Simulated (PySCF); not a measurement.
Vertical excitations of a molecule Cl2FH3Si2 from TDA-PBE/def2-SVPD run with PySCF 2.14.0, as energy in eV (oscillator strength): 5.35 (0.009), 5.81 (0.020), 6.13 (0.017), 6.32 (0.007), 6.41 (0.006), 6.62 (0.001), 6.69 (0.028), 6.72 (0.041), 6.81 (0.026), 6.92 (0.024). Lowest triplet (TDA): 4.79 eV. Geometry optimised at B3LYP-D3(BJ)/def2-SVP. Other conformers were not sampled.

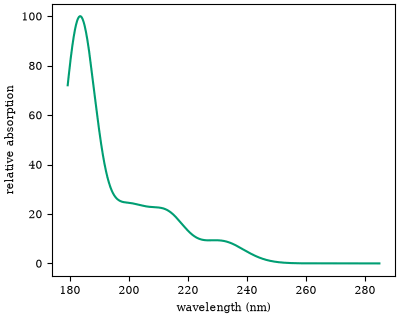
Figure: The lines broadened by 0.4 eV.

Which structure fits?
A. F[Si@H](Cl)[SiH2]Cl
B. F[SiH2][SiH](Cl)Cl
C. F[Si]([SiH3])(Cl)Cl

B, F[SiH2][SiH](Cl)Cl
